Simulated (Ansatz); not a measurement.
**Ga2O3, pressure series**

The reference is Ga$_{2}$O$_{3}$ in the corundum structure (space group R-3c, No. 167; a = 4.950 Å, c = 13.306 Å (hexagonal axes)).

Cell and atoms are relaxed at each pressure.

Level of theory: DFT with LDA, PAW potentials and a 420 eV plane-wave cutoff in Ansatz (a first-principles code), scalar-relativistic without spin-orbit coupling.

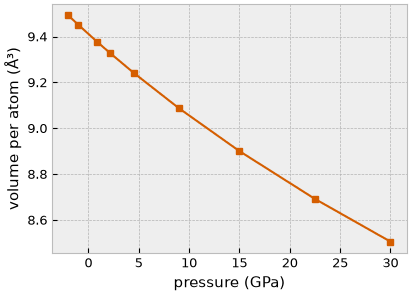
Figure. Volume against pressure

Problem. Estimate the zero-pressure bulk modulus from the plot.

Solution. About 240 GPa; a third-order Birch–Murnaghan fit to the points gives V₀ = 9.41 Å³/atom, B₀ = 238 GPa and B₀′ = 4.3.

Between the base and pressure 22.5 GPa the gap moves from 3.04 eV to 3.92 eV, a mean slope of 39 meV/GPa.

Load acts through the strain it causes; cell and atoms are relaxed under it. Stability against distortions was not tested. Competing high-pressure phases were not computed.
